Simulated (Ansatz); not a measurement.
## Geometry relaxation, with input and output: WH₃ClOF₃ (part 1 of 2)

System: WH₃ClOF₃, multiplicity 2.
Method: UKS PBE/def2-SVP (Ansatz 0.2.0).

It belongs to a series of runs on one base structure; here: end point B relaxed. Figures and captions count atoms from 1; the log counts them from 0 in places.

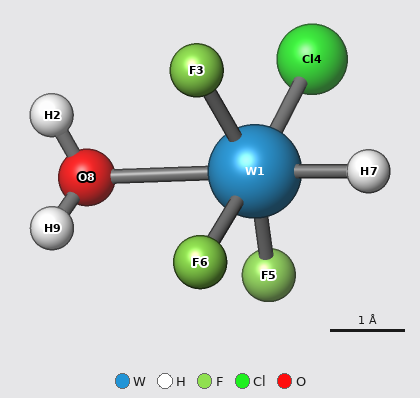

**Figure 1.** The input geometry (ball-and-stick view, seen at a tilt; atoms are numbered from 1 in the order of the input). Sticks mark near contacts. Bond lengths as drawn: Cl–W 2.33 Å, F–W 1.85 to 1.92 Å, H–O 0.98 to 0.99 Å, H–W 1.70 Å and O–W 2.42 Å.

Input file
```yaml
crystal:
  periodic: [false, false, false]
  atoms:
    - { symbol: W, position_ang: [-0.119556, 0.046866, 0.025268] }
    - { symbol: H, position_ang: [0.646568, 0.208746, 2.840586] }
    - { symbol: F, position_ang: [1.690995, -0.020541, 0.459367] }
    - { symbol: Cl, position_ang: [-0.055219, 2.370908, -0.125684] }
    - { symbol: F, position_ang: [-1.959572, 0.070226, 0.22219] }
    - { symbol: F, position_ang: [-0.151823, -1.863336, 0.255051] }
    - { symbol: H, position_ang: [0.014614, -0.052264, -1.668623] }
    - { symbol: O, position_ang: [-0.227193, -0.04047, 2.443518] }
    - { symbol: H, position_ang: [-0.353213, -0.981235, 2.695428] }
magnetization:
  spin_polarized: true
  initial_magnetization: 1
basis:
  gaussian: { orbitals: def2-SVP }
hamiltonian:
  xc: pbe
relax:
  f_tol: 0.03
  max_steps: 50
output:
  orbitals: {}
```

Hardware: 4 threads of Intel Xeon (Sapphire Rapids), 32 GiB of memory available, shared host.

Launched with:
```bash
ansatz run input.yaml --threads 4 --pin off --max-ram 5120MiB --backend cpu --events-out ev --progress --plain --runs-dir out
```

What the program printed
```
The last accepted step is kept in [file] (removed where the run ends without a failure and the disk answers)
Engine: ansatz 0.2.0, x86_64-unknown-linux-gnu
Functional definition: PBE
  parameter kappa = 0.804
  parameter beta = 0.06672455060314922
  exchange = pbe_x(kappa = kappa, mu = beta*pi^2/3)
  correlation = pbe_c(beta = beta)
1263 factors; their error is unknown
mean field evaluation 1: about -24565.8014 eV, gradient 5.1e1 eV
mean field evaluation 2: about -24385.1086 eV, gradient 2.1e2 eV
mean field evaluation 4: about -24572.9152 eV, gradient 2.1e1 eV
mean field evaluation 8: about -24574.3996 eV, gradient 6.3e-1 eV
mean field evaluation 16: about -24574.3253 eV, gradient 1.2e-3 eV
mean field evaluation 32: about -24574.2192 eV, gradient 1.1e0 eV
mean field -24574.32525905 eV, -903.0897961943 hartree, gradient 1.5e-5 eV, S^2 0.753118; 6 other end points of the search recorded, 0 dependent functions left out
the calculation of the forces begins
reference -24574.32532850 eV, -903.0897987464 hartree; 35, 34 occupied and 86, 87 virtual orbitals, 1263 factors
relax step   1: F+E_penalty+E_count = -24574.32525905 eV  Δ(F+E_penalty+E_count) = +0.000e0 eV  max|allowed force component| = 5.667e-1 eV/Å  Δτ_max = 0.0000 Å  (109 SCF iters, accepted)
these checks for a lower state are left out or cut short: starts, cluster_reference, orbital_swaps, neighbouring_geometries, increment
1263 factors; their error is unknown
mean field -24574.33131586 eV, -903.0900187778 hartree, gradient 2.0e-5 eV, S^2 0.753120; 0 other end points of the search recorded, 0 dependent functions left out
[... from here on the field's lines of each further geometry are left out, up to the last ...]
relax step   2: F+E_penalty+E_count = -24574.33131586 eV  Δ(F+E_penalty+E_count) = -6.057e-3 eV  max|allowed force component| = 3.642e-1 eV/Å  Δτ_max = 0.0869 Å  (40 SCF iters, accepted)
relax step   3: F+E_penalty+E_count = -24574.33421028 eV  Δ(F+E_penalty+E_count) = -2.894e-3 eV  max|allowed force component| = 2.924e-1 eV/Å  Δτ_max = 0.0562 Å  (42 SCF iters, accepted)
relax step   4: F+E_penalty+E_count = -24574.33669211 eV  Δ(F+E_penalty+E_count) = -2.482e-3 eV  max|allowed force component| = 1.936e-1 eV/Å  Δτ_max = 0.0470 Å  (40 SCF iters, accepted)
relax step   5: F+E_penalty+E_count = -24574.33899553 eV  Δ(F+E_penalty+E_count) = -2.303e-3 eV  max|allowed force component| = 1.729e-1 eV/Å  Δτ_max = 0.0480 Å  (42 SCF iters, accepted)
relax step   6: F+E_penalty+E_count = -24574.34037143 eV  Δ(F+E_penalty+E_count) = -1.376e-3 eV  max|allowed force component| = 1.165e-1 eV/Å  Δτ_max = 0.0206 Å  (42 SCF iters, accepted)
relax step   7: F+E_penalty+E_count = -24574.34201014 eV  Δ(F+E_penalty+E_count) = -1.639e-3 eV  max|allowed force component| = 1.893e-1 eV/Å  Δτ_max = 0.1021 Å  (48 SCF iters, accepted)
relax step   8: F+E_penalty+E_count = -24574.34320306 eV  Δ(F+E_penalty+E_count) = -1.193e-3 eV  max|allowed force component| = 1.691e-1 eV/Å  Δτ_max = 0.0441 Å  (45 SCF iters, accepted)
relax step   9: F+E_penalty+E_count = -24574.34026847 eV  Δ(F+E_penalty+E_count) = +2.935e-3 eV  max|allowed force component| = 2.140e-1 eV/Å  Δτ_max = 0.1406 Å  (48 SCF iters, rejected (line search))
relax step  10: F+E_penalty+E_count = -24574.34483457 eV  Δ(F+E_penalty+E_count) = -1.632e-3 eV  max|allowed force component| = 4.423e-2 eV/Å  Δτ_max = 0.0696 Å  (44 SCF iters, accepted)
relax step  11: F+E_penalty+E_count = -24574.34554732 eV  Δ(F+E_penalty+E_count) = -7.128e-4 eV  max|allowed force component| = 1.730e-2 eV/Å  Δτ_max = 0.0207 Å  (45 SCF iters, accepted)
relax step  12: F+E_penalty+E_count = -24574.34603784 eV  Δ(F+E_penalty+E_count) = -4.905e-4 eV  max|allowed force component| = 6.368e-2 eV/Å  Δτ_max = 0.0431 Å  (40 SCF iters, accepted)
relax step  13: F+E_penalty+E_count = -24574.34644319 eV  Δ(F+E_penalty+E_count) = -4.054e-4 eV  max|allowed force component| = 8.264e-2 eV/Å  Δτ_max = 0.0394 Å  (44 SCF iters, accepted)
relax step  14: F+E_penalty+E_count = -24574.34687381 eV  Δ(F+E_penalty+E_count) = -4.306e-4 eV  max|allowed force component| = 6.840e-2 eV/Å  Δτ_max = 0.0373 Å  (46 SCF iters, accepted)
relax step  15: F+E_penalty+E_count = -24574.34732392 eV  Δ(F+E_penalty+E_count) = -4.501e-4 eV  max|allowed force component| = 8.911e-2 eV/Å  Δτ_max = 0.0313 Å  (44 SCF iters, accepted)
relax step  16: F+E_penalty+E_count = -24574.34756628 eV  Δ(F+E_penalty+E_count) = -2.424e-4 eV  max|allowed force component| = 8.996e-2 eV/Å  Δτ_max = 0.0277 Å  (47 SCF iters, accepted)
relax step  17: F+E_penalty+E_count = -24574.34771617 eV  Δ(F+E_penalty+E_count) = -1.499e-4 eV  max|allowed force component| = 6.927e-2 eV/Å  Δτ_max = 0.0190 Å  (44 SCF iters, accepted)
relax step  18: F+E_penalty+E_count = -24574.34786079 eV  Δ(F+E_penalty+E_count) = -1.446e-4 eV  max|allowed force component| = 3.068e-2 eV/Å  Δτ_max = 0.0120 Å  (43 SCF iters, accepted)
the calculation of the forces begins
reference -24574.34798762 eV, -903.0906314538 hartree; 35, 34 occupied and 86, 87 virtual orbitals, 1263 factors
relax step  19: F+E_penalty+E_count = -24574.34791812 eV  Δ(F+E_penalty+E_count) = -5.733e-5 eV  max|allowed force component| = 1.448e-2 eV/Å  Δτ_max = 0.0092 Å  (46 SCF iters, accepted)
1263 factors; their error is unknown
mean field evaluation 256: about -24564.5309 eV, gradient 5.4e1 eV
mean field evaluation 288: about -24573.9327 eV, gradient 2.2e0 eV
```

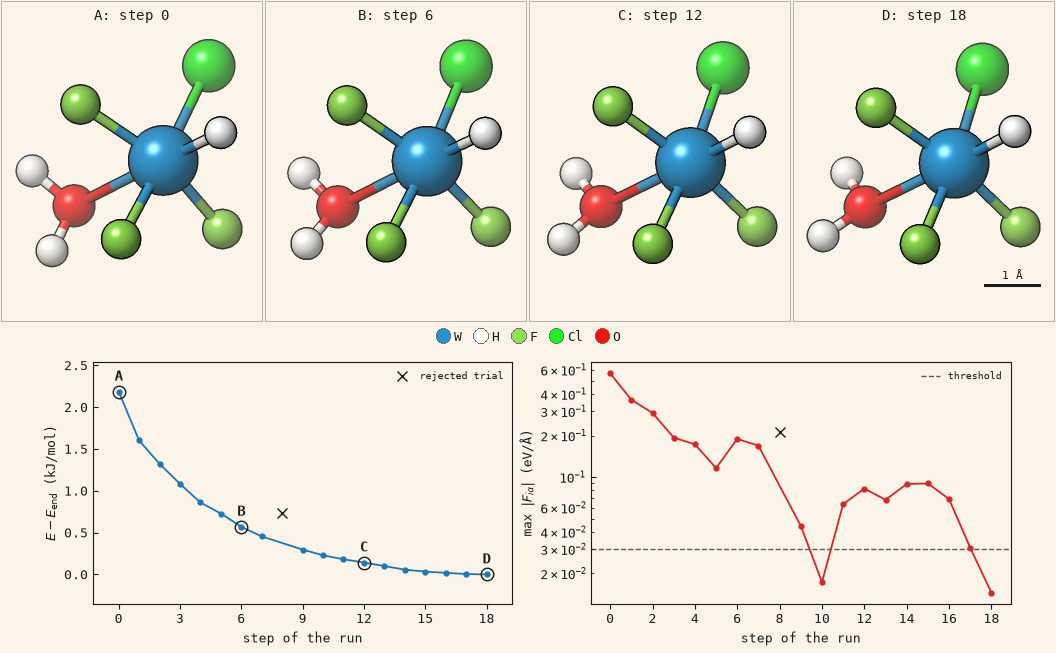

**Figure 2.** Frames of the relaxation (ball-and-stick view, seen at a tilt) above the curves, on which the letters mark them (the first geometry is step 0 here and step 1 in the log).

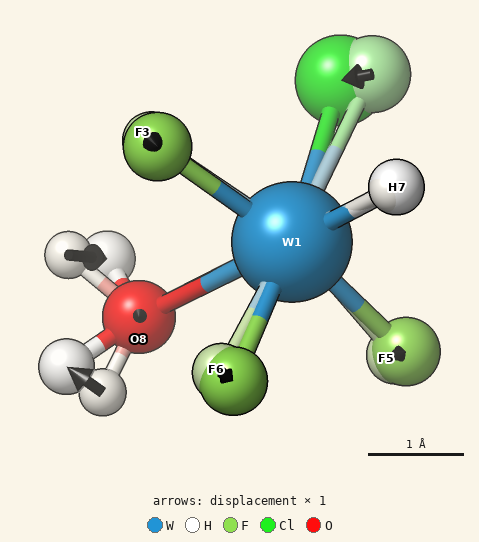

**Figure 3.** Start (faint) and end (solid) with the displacements as black arrows, at true length (ball-and-stick view, seen at a tilt). The two geometries are laid on each other by the best rigid fit. H2 moves most after the best rigid fit: 0.64 Å. By element the largest moves are H 0.64 Å, Cl 0.36 Å, F 0.29 Å, O 0.11 Å, W 0.07 Å. Distances before and after: W1–O8 2.422 → 2.369 Å, H2–O8 0.992 → 0.977 Å, W1–Cl4 2.330 → 2.341 Å, W1–F6 1.924 → 1.918 Å. Among the angles that change: W1–O8–H9 107.2° → 119.7°, F3–W1–F5 160.4° → 170.9°, W1–O8–H2 110.6° → 118.8°. The energy falls by 2.19 kJ/mol in 18 geometry steps. The largest force component goes from 0.57 to 0.014 eV/Å. The line search rejected the trial step at point 8 (counted from 0) and went back. (Atoms are counted from 1 in the order of the input.)

```
mean field -24574.34791812 eV, -903.0906288995 hartree, gradient 7.9e-6 eV, S^2 0.753167; 5 other end points of the search recorded, 0 dependent functions left out
the calculation of the forces begins
reference -24574.34798762 eV, -903.0906314538 hartree; 35, 34 occupied and 86, 87 virtual orbitals, 1263 factors
Total energy: -24574.34798762 eV, -903.0906314538 hartree
Atom 0 at    -0.125169    -0.025686     0.021112 Å, force     0.000117    -0.001155    -0.000394 eV/Å
Atom 1 at     0.177305     0.618647     2.900353 Å, force     0.002809     0.005143     0.004499 eV/Å
Atom 2 at     1.713872    -0.220658     0.238077 Å, force    -0.001844    -0.000771     0.001352 eV/Å
Atom 3 at     0.069805     2.299021     0.211324 Å, force    -0.002163    -0.003854     0.000149 eV/Å
Atom 4 at    -1.974682     0.078207     0.084480 Å, force     0.001563     0.002790    -0.001019 eV/Å
Atom 5 at    -0.269841    -1.934790     0.138124 Å, force     0.001220     0.001835    -0.000954 eV/Å
Atom 6 at    -0.024937     0.009242    -1.675218 Å, force    -0.000660     0.000185     0.001097 eV/Å
Atom 7 at    -0.179149    -0.132652     2.387374 Å, force     0.001400    -0.014480    -0.000399 eV/Å
Atom 8 at     0.098397    -0.952431     2.841475 Å, force    -0.002442     0.010308    -0.004331 eV/Å
Dipole moment:     0.164543    -0.084974     0.956988 e Å
```

Trajectory as extended XYZ (Å, eV, eV/Å), 19 frames, from step=1 to step=19
```
9
Properties=species:S:1:pos:R:3:forces:R:3 step=1 energy=-24574.32526
W    -0.1196    0.0469    0.0253   -0.0408   0.0138  -0.0238
H     0.6466    0.2087    2.8406   -0.5667  -0.1569  -0.1995
F     1.6910   -0.0205    0.4594   -0.0098  -0.0060  -0.0240
Cl   -0.0552    2.3709   -0.1257   -0.0022  -0.0149   0.0024
F    -1.9596    0.0702    0.2222    0.0236   0.0117  -0.0163
F    -0.1518   -1.8633    0.2551    0.0044   0.0113   0.0051
H     0.0146   -0.0523   -1.6686    0.0077  -0.0091   0.0130
O    -0.2272   -0.0405    2.4435    0.5545   0.0544   0.2679
H    -0.3532   -0.9812    2.6954    0.0293   0.0958  -0.0249
9
Properties=species:S:1:pos:R:3:forces:R:3 step=2 energy=-24574.33132
W    -0.1228    0.0492    0.0151    0.0533  -0.0184   0.0892
H     0.6031    0.2412    2.9085   -0.3642  -0.1052  -0.2177
F     1.6895   -0.0302    0.4383   -0.0144   0.0033  -0.0496
Cl   -0.0499    2.3718   -0.1348    0.0043   0.0099  -0.0027
F    -1.9618    0.0878    0.2131   -0.0129  -0.0009  -0.0120
F    -0.1638   -1.8599    0.2499   -0.0104   0.0038   0.0047
H     0.0128   -0.0608   -1.6766    0.0027   0.0030   0.0054
O    -0.2146   -0.0575    2.4438    0.3340   0.0437   0.2184
H    -0.3068   -1.0027    2.6899    0.0074   0.0608  -0.0355
9
Properties=species:S:1:pos:R:3:forces:R:3 step=3 energy=-24574.33421
W    -0.1219    0.0492    0.0173    0.0276  -0.0176   0.0807
H     0.5616    0.2760    2.9236   -0.2868  -0.1021  -0.1731
F     1.6935   -0.0410    0.4222   -0.0123   0.0038  -0.0232
Cl   -0.0391    2.3717   -0.1337    0.0091   0.0128   0.0036
F    -1.9606    0.0991    0.2171   -0.0155  -0.0051  -0.0287
F    -0.1739   -1.8593    0.2539   -0.0062  -0.0025   0.0138
H     0.0120   -0.0624   -1.6737   -0.0083   0.0066  -0.0056
O    -0.2254   -0.0706    2.4435    0.2924  -0.0021   0.1736
H    -0.2605   -1.0239    2.6769    0.0000   0.1062  -0.0411
9
Properties=species:S:1:pos:R:3:forces:R:3 step=4 energy=-24574.33669
W    -0.1226    0.0478    0.0211   -0.0047   0.0066   0.0502
H     0.5277    0.3039    2.9345   -0.1799  -0.0722  -0.1117
F     1.6944   -0.0498    0.4149    0.0006  -0.0001  -0.0197
Cl   -0.0265    2.3709   -0.1270    0.0049   0.0039   0.0092
F    -1.9626    0.1037    0.2097   -0.0033  -0.0014  -0.0270
F    -0.1838   -1.8597    0.2646   -0.0015  -0.0069   0.0162
H     0.0063   -0.0604   -1.6707   -0.0033   0.0007  -0.0044
O    -0.2286   -0.0797    2.4391    0.1936  -0.1031   0.1298
H    -0.2186   -1.0378    2.6609   -0.0066   0.1726  -0.0425
9
Properties=species:S:1:pos:R:3:forces:R:3 step=5 energy=-24574.33900
W    -0.1235    0.0472    0.0235   -0.0204  -0.0141   0.0448
H     0.4900    0.3322    2.9438   -0.1004  -0.0463  -0.0591
F     1.6968   -0.0593    0.3990    0.0082  -0.0023  -0.0184
Cl   -0.0141    2.3713   -0.1115    0.0001  -0.0027   0.0075
F    -1.9652    0.1088    0.1954   -0.0004   0.0038  -0.0246
F    -0.1934   -1.8588    0.2814    0.0019  -0.0007  -0.0023
H     0.0008   -0.0599   -1.6692    0.0015   0.0025  -0.0007
O    -0.2278   -0.0932    2.4303    0.1213  -0.1132   0.0997
H    -0.1780   -1.0495    2.6545   -0.0118   0.1729  -0.0470
```
